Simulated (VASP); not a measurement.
Band structure of TaN (space group P-6m2). Calculation: PBEsol GGA, VASP's PBE PAW potentials (set 64) (plane waves; VASP).

Unless said otherwise, spin-orbit coupling is left out, though it shifts the bands of the heavy elements here.

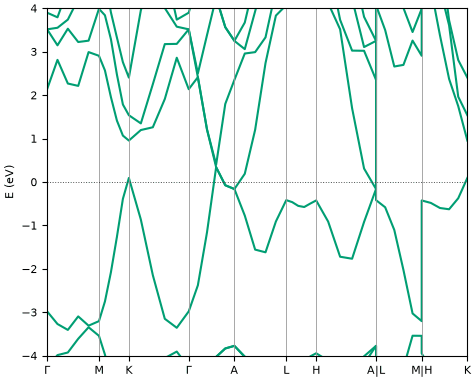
Figure: Bands along high-symmetry lines, zero at the valence-band maximum or, without a gap, the Fermi level

Task: Read the plot: is there a gap, and where are the band edges?

Result: It has no gap at this level: it comes out as a metal or semimetal.

The structure comes from a computed database's TaN entry (P-6m2); how it stands against other phases isn't given here. The cell was not relaxed at this level.
